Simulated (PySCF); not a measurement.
# RuO (quintet): what the fields show

```xyz
2

Ru    0.0000    0.0000   -0.2294
O     0.0000    0.0000    1.4616
```

Core potentials replace the inner electrons of Ru.

Method: PBE0/def2-TZVPP, non-relativistic Hamiltonian with scalar-relativistic core potentials where named, at a bond length of 1.691 Å in PySCF.

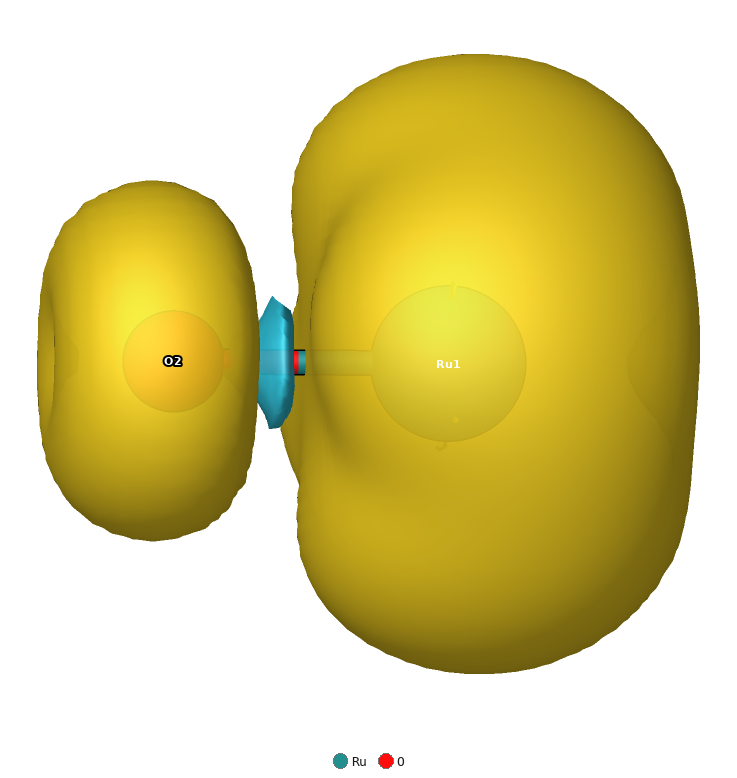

Figure 1. Isosurfaces of the spin density at +0.02 (yellow) and −0.02 e/Å³ (cyan), seen from one side.

**Where is the unpaired spin?**

The unpaired spin (4 electrons) lies mostly on Ru1 (about 3.4) and O2 (about 0.6), in electrons by Hirshfeld's partition.

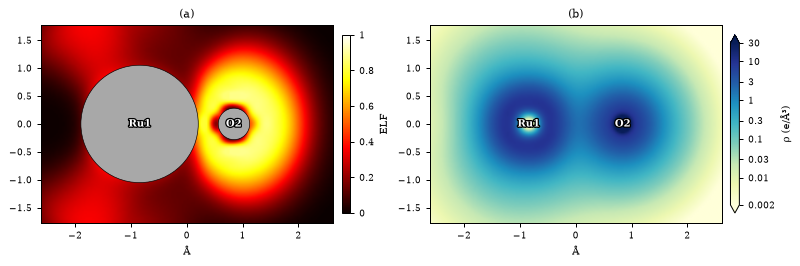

Figure 2. (a) ELF; (b) electron density on a plane that holds the molecular axis. Grey discs cover the atomic cores in the ELF map.

**Interpret the plot.**

The section cuts through Ru and O sites.
Ru–O (1.69 Å): ρ is about 1.9 e/Å³ halfway; the ELF peaks at about 0.80 in the valence shell of O, 0.6 Å from its nucleus, and is about 0.35 at the midpoint.

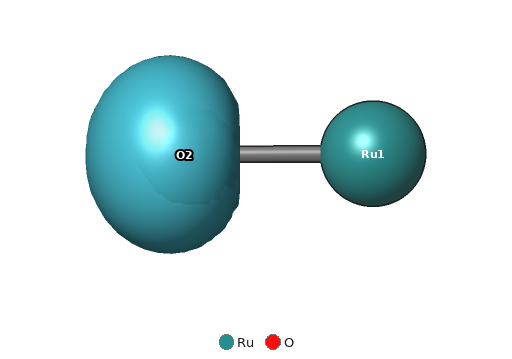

Figure 3. Isosurface of the electron localisation function at 0.75 (cyan), seen from one side. Only the valence region is drawn (cores and ρ < 0.01 e/Å³ removed).

**Where are the electrons localised?**

At this value the surface marks out one region wrapped around O (its valence shell).

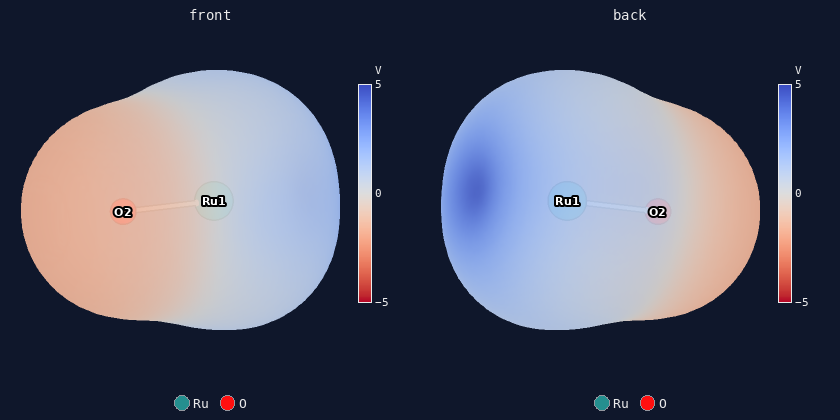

Figure 4. The electrostatic potential painted on the density surface at 0.002 e/bohr³, seen from the front and from behind; the colour scale runs from red (negative) to blue (positive).

**Describe the electrostatic potential map.**

The most negative region (about −1.6 V) lies over O2, the most positive (about +4.2 V) over Ru1. O2 is the likeliest acceptor of a hydrogen bond.
